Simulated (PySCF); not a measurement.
## Electronic structure of C6H13FSi2 in real space

Input

```
{"job": {"kind": "nmr", "xc": "PBE0", "basis": "pcSseg-1"}, "charge": 0, "multiplicity": 1}
C     -4.053154     1.078412    -0.612123
C     -2.773349     0.981338    -0.286234
Si    -1.675655    -0.490950    -0.705095
Si    -0.439793    -1.425658     1.049777
C      0.814048    -0.165140     0.283758
C      2.283708    -0.564859     0.222135
C      3.173812     0.535364    -0.348358
C      0.151072     0.075039    -1.091921
F      0.663998    -0.817321    -2.032379
H     -4.551409     0.306056    -1.175356
H     -4.661670     1.928157    -0.342158
H     -2.328086     1.787750     0.285280
H     -2.241578    -1.219715    -1.846101
H      0.027898    -2.809746     0.933627
H     -0.692966    -1.177006     2.475191
H      0.742730     0.781919     0.831555
H      2.620414    -0.817112     1.231541
H      2.383444    -1.461506    -0.392670
H      3.085335     1.446823     0.241272
H      2.891537     0.757585    -1.374414
H      4.216109     0.223297    -0.344196
H      0.353144     1.066661    -1.507413
```

Run with:

```sh
OMP_NUM_THREADS=1 python probes_run.py task.json out
```

Geometry: GFN2-xTB.

Theory: PBE0/pcSseg-1, SCF density, gas phase, non-relativistic (PySCF 2.14.0).

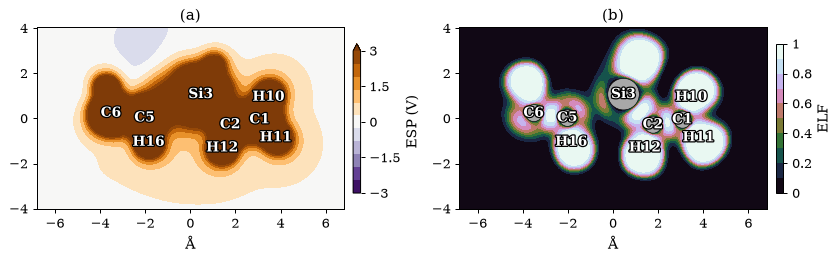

Figure 1. (a) electrostatic potential; (b) ELF on the plane of atoms C2, C1 and H11. Grey discs cover the atomic cores in the ELF map.

### Interpret the plot.

- Atoms in the plane: C, Si and H.
- C–C (1.32 Å): the ELF peaks at about 0.95 between the atoms (a short, multiple covalent bond).
- C–Si (1.88 Å): the ELF peaks at about 0.95 between the atoms; a covalent bond.
- C–H (1.08 Å): the ELF climbs to about 1 towards the hydrogen, as it does in any bond to H (a covalent bond by its length).
- C–C (1.52 Å): the ELF peaks at about 0.95 between the atoms: a covalent bond.
- Outside the dense part of the molecule the potential is most negative (−0.4 V) near F9, which lies off the plane.

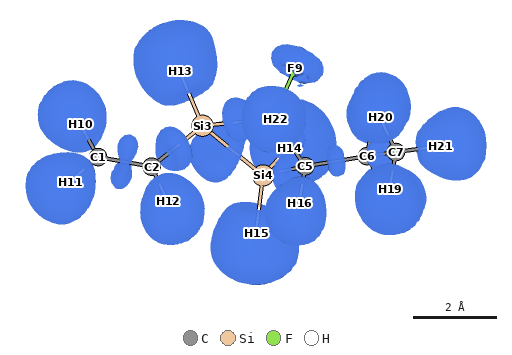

Figure 2. Isosurface of the electron localisation function at 0.85 (blue), seen from one side. Core shells and regions of very low density are left out.

### Identify the bonds, lone pairs and shells in this picture.

At this value the surface marks out four regions between bonded C–C atoms (shared pairs), three regions between bonded C–Si atoms (shared pairs), one region between bonded Si–Si atoms (shared pairs), 13 regions around hydrogen nuclei and one region wrapped around F (its lone pairs, merged into a ring or cap).


 C–F (1.39 Å): the ELF peaks at about 0.85 between the atoms: a polar covalent bond.

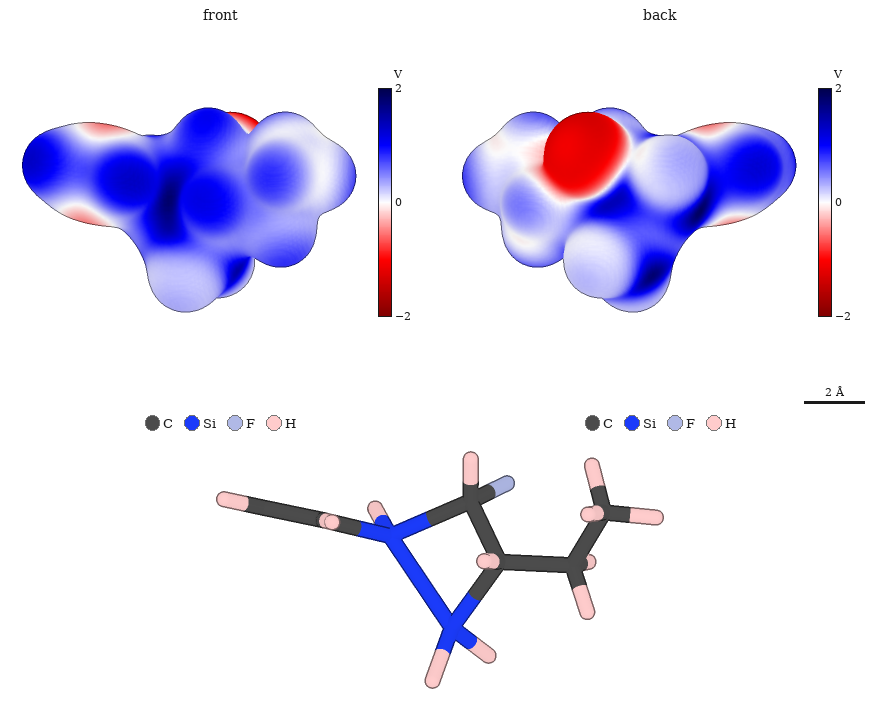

Figure 3. The molecular electrostatic potential painted on the density surface at 0.004 e/bohr³, seen from the front and from behind; red is negative and blue positive. The bare structure is drawn below in the same view.

### Which sites attract a positive test charge, and which a negative one?

A positive charge is drawn to the negative regions and a negative charge to the positive ones. The most negative region (about −1.3 V) lies over F9, the most positive (about +1.8 V) over Si3 and Si4.

### How polar is the molecule by this calculation?

Its dipole moment is 2.00 D.
